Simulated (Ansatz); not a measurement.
A series of calculations on C₂H₃O

Part 1: Relaxation

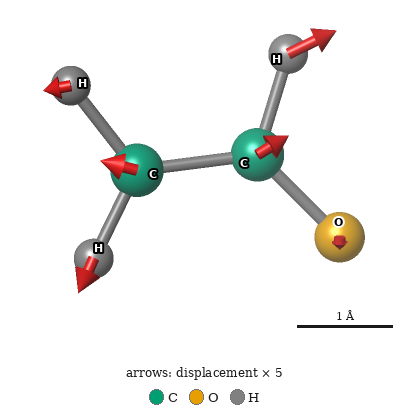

This is a relaxation of C₂H₃O (multiplicity 2) (coarse preliminary run). The starting structure is drawn; red arrows show the displacements, magnified 5 times. The two geometries are superimposed by the best rigid fit.

The picture is a ball-and-stick view, seen face on.

The calculation used UKS PBE-D4/def2-SVP (Ansatz). (force threshold 0.03 eV/Å; at most 250 steps)

Which element moves most?

Hydrogen: up to 0.11 Å, against 0.08 Å for carbon.

What happened in the run?

The optimiser took 6 steps. An H atom moves most after the best rigid fit: 0.11 Å. Largest moves by element: H 0.11 Å, C 0.08 Å, O 0.03 Å. Some distances before and after: C–C 1.288 → 1.436 Å, C–H 1.035 → 1.102 Å, C–H 1.139 → 1.101 Å, C–H 1.110 → 1.129 Å. Among the angles between lasting bonds that change: C–C–O 128.0° → 123.5°, C–C–H 123.2° → 119.0°, H–C–H 115.7° → 119.8°.

Part 2: Relaxation

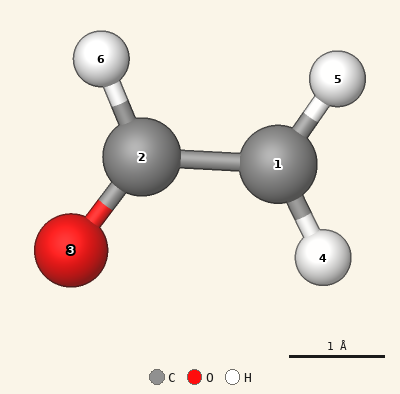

C$_{2}$H$_{3}$O (multiplicity 2), before the relaxation. The picture is a ball-and-stick view, seen face on.

These are results of UKS PBE0-D4/def2-TZVP in Ansatz, not measurements.

Input file:
```yaml
crystal:
  periodic: [false, false, false]
  atoms:
    - {symbol: C, position_ang: [-0.540495, 0.057033, -0.485293]}
    - {symbol: C, position_ang: [0.537805, -0.063819, 0.455574]}
    - {symbol: O, position_ang: [0.998751, -1.150391, 0.833101]}
    - {symbol: H, position_ang: [-0.990872, -0.858050, -0.901883]}
    - {symbol: H, position_ang: [-0.921267, 1.042948, -0.794166]}
    - {symbol: H, position_ang: [0.958179, 0.908279, 0.846367]}
basis:
  gaussian: {orbitals: def2-TZVP}
magnetization: {spin_polarized: true, initial_magnetization: 1}
hamiltonian: {xc: pbe0, dispersion: d4}
relax: {f_tol: 0.005, max_steps: 200}
```

> What does the optimiser find from here?

O3 moves most after the best rigid fit: 0.025 Å. By element the largest moves are O 0.025 Å, H 0.022 Å, C 0.012 Å. Near-neighbour distances that change, for instance: C2–H6 1.129 → 1.106 Å, C1–H4 1.102 → 1.083 Å, C1–C2 1.436 → 1.420 Å, C2–O3 1.239 → 1.226 Å. Over 4 geometry steps the energy falls by 3.24 kJ/mol. The largest force component goes from 1 to 0.0019 eV/Å. The run took about 40 core-seconds on a shared host.

The structure at the end:

```xyz
6

C    -0.5356    0.0558   -0.4810
C     0.5312   -0.0557    0.4500
O     0.9849   -1.1328    0.8210
H    -0.9779   -0.8448   -0.8898
H    -0.9126    1.0240   -0.7876
H     0.9521    0.8896    0.8411
```

Part 3: A change

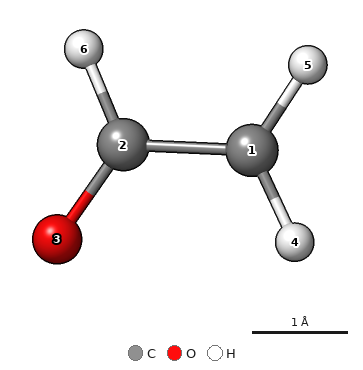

This is C2H3O (multiplicity 2). The picture is a ball-and-stick view, seen at a tilt.

Level of theory: UKS r2SCAN-D4/def2-TZVPP in Ansatz 0.2.0. 

Now this is done to it. All atoms are moved at random (σ = 0.09 Å) from the PBE0-D4/def2-TZVP minimum.

> What is the effect?

The energy rises by 25.3 kcal/mol. The largest force is 10 eV/Å, on O3. The forces point partly back along the displacements (cosine −0.54). At other levels of theory the same distortion costs 26.0 kcal/mol (UKS PBE-D4/def2-TZVPP), 24.6 kcal/mol (UKS PBE0-D4/def2-TZVPP), 25.2 kcal/mol (UKS wB97M-V/def2-TZVPP), 26.4 kcal/mol (UHF-CCSD(T), frozen core/def2-TZVPP). Some distances before and after: C1–H5 1.083 → 1.224 Å, C2–O3 1.226 → 1.130 Å, C2–H6 1.106 → 1.035 Å, C1–H4 1.083 → 1.136 Å. Among the angles between lasting bonds that change: H4–C1–H5 119.6° → 110.7°, C1–C2–H6 116.8° → 109.7°.

The changed structure in the same view:

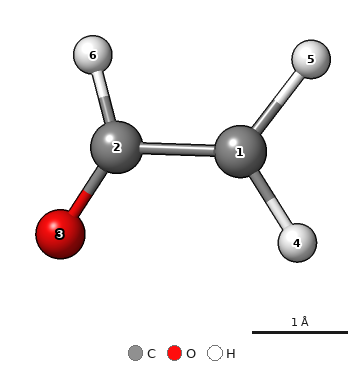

Part 4: A change

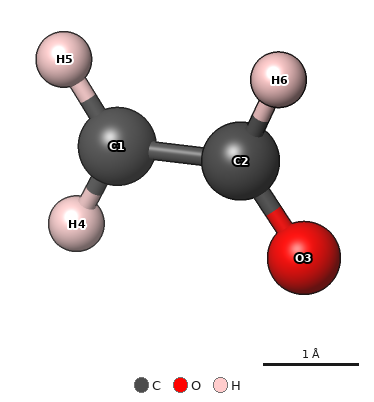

This is C2H3O (multiplicity 2). Style: ball-and-stick. Shown from a free direction.

Computed with UKS wB97M-V/def2-TZVPP (Ansatz 0.2.0). 

Change: All atoms are moved at random (σ = 0.12 Å) from the PBE0-D4/def2-TZVP minimum.

**What is the effect?**

Energy change: +61.1 kcal/mol. The largest force is 13 eV/Å, on H5. The forces mostly point back along the displacements (cosine −0.72). At other levels of theory the same distortion costs 62.0 kcal/mol (UKS PBE-D4/def2-TZVPP), 61.4 kcal/mol (UKS r2SCAN-D4/def2-TZVPP), 61.6 kcal/mol (UKS PBE0-D4/def2-TZVPP), 63.3 kcal/mol (UHF-CCSD(T), frozen core/def2-TZVPP). Some distances before and after: C1–H5 1.083 → 0.881 Å, C2–H6 1.106 → 1.272 Å, C1–H4 1.083 → 0.950 Å, C1–C2 1.420 → 1.344 Å. Bond angles that change, for instance: O3–C2–H6 120.2° → 99.8°, C1–C2–O3 123.0° → 135.6°.

The changed structure in the same view:

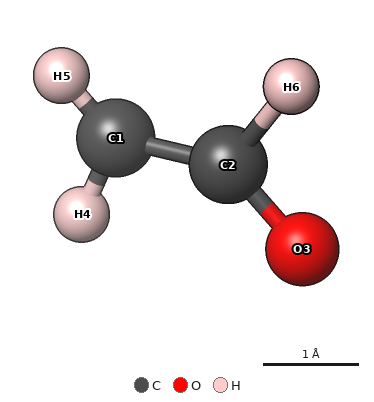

Part 5: Distortion

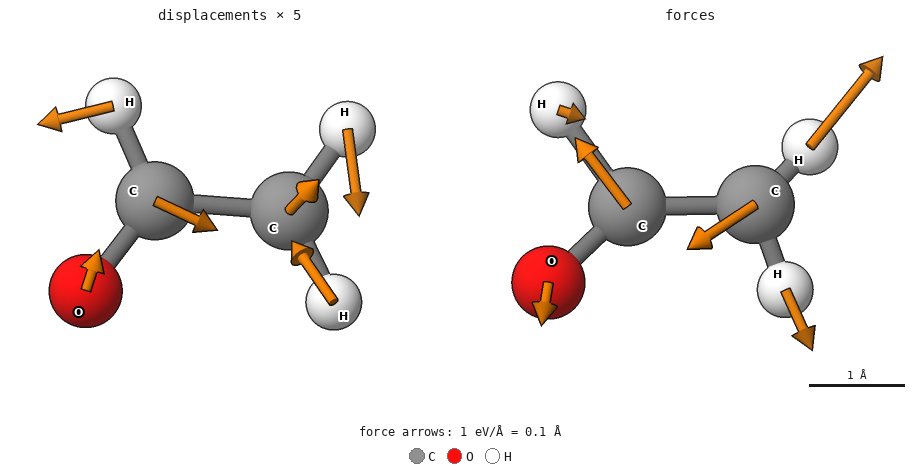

Left: C2H3O (multiplicity 2), with orange arrows for the displacements applied to it. Right: the displaced structure with the computed forces. Style: ball-and-stick. Shown at a tilt.

All numbers below come from Ansatz 0.2.0, UKS wB97M-V/def2-TZVPP. 

**How do the forces relate to the distortion?**

All atoms are moved at random (σ = 0.12 Å) from the PBE0-D4/def2-TZVP minimum. Energy change: +255.8 kJ/mol. The largest force is 13 eV/Å, on an H atom. The forces mostly point back along the displacements (cosine −0.72). At other levels of theory the same distortion costs 259.5 kJ/mol (UKS PBE-D4/def2-TZVPP), 256.9 kJ/mol (UKS r2SCAN-D4/def2-TZVPP), 257.8 kJ/mol (UKS PBE0-D4/def2-TZVPP), 264.7 kJ/mol (UHF-CCSD(T), frozen core/def2-TZVPP). Among the bonded contacts that change: C–H 1.083 → 0.881 to 0.950 Å, C–H 1.106 → 1.272 Å, C–C 1.420 → 1.344 Å, C–O 1.226 → 1.186 Å. Bond angles that change, for instance: O–C–H 120.2° → 99.8°, C–C–O 123.0° → 135.6°.
